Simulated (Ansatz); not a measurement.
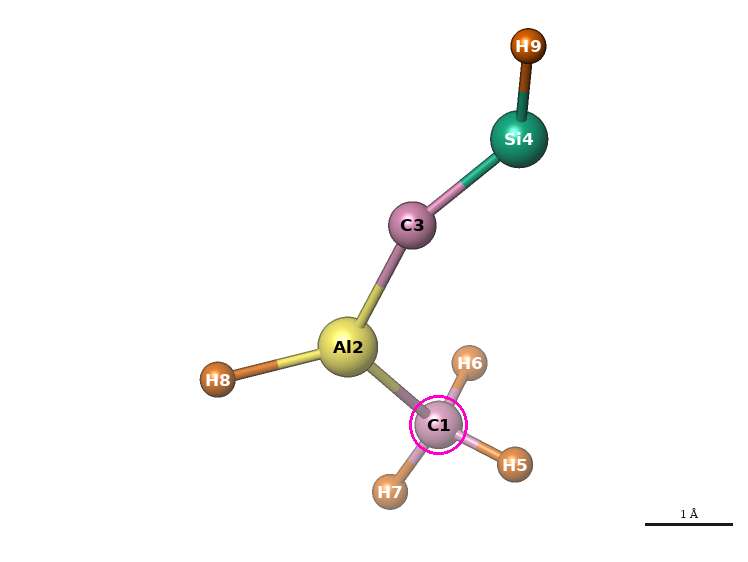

Orthographic view. Depth is shown by fading: the farther an atom, the more it takes the colour of the background. Computed geometry: PBE0-D4/def2-TZVP optimisation. No frequency run is at hand to confirm it as a minimum.

Which atoms are bonded to the circled atom?

Answer. The circled atom is C1; it is bonded to Al2, H5, H6, H7.

Which atom is nearest the viewer?

Answer. H9, 2.6 Å in front of the mean position.

What is the shortest path along bonds from the circled atom to Si4?

Answer. C1–Al2–C3–Si4, 3 bonds; through space the two are 4.46 Å apart.

Which two atoms are farthest apart in space?

Answer. H7 and H9, 6.96 Å.
